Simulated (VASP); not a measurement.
Band structure of MgTe (wurtzite). Method: optB88-vdW, VASP's PBE PAW potentials (set 64) (plane waves; VASP).

Unless said otherwise, spin-orbit coupling is left out, though it shifts the bands of the heavy elements here.

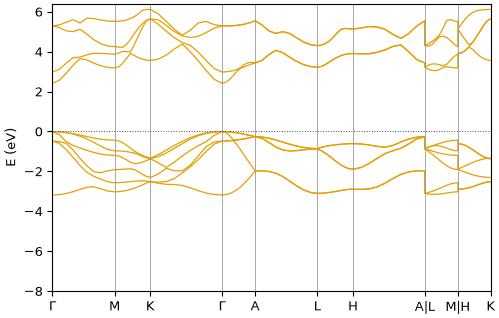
Bands along high-symmetry lines, zero at the valence-band maximum or, without a gap, the Fermi level

**Question.** Read the plot: is there a gap, and where are the band edges?

**Answer.** The gap is direct, 2.41 eV, from the valence maximum at Γ to the conduction minimum at Γ. (Edges off the drawn lines would not show.)

The compound is MgTe in the wurtzite structure. It was relaxed first.
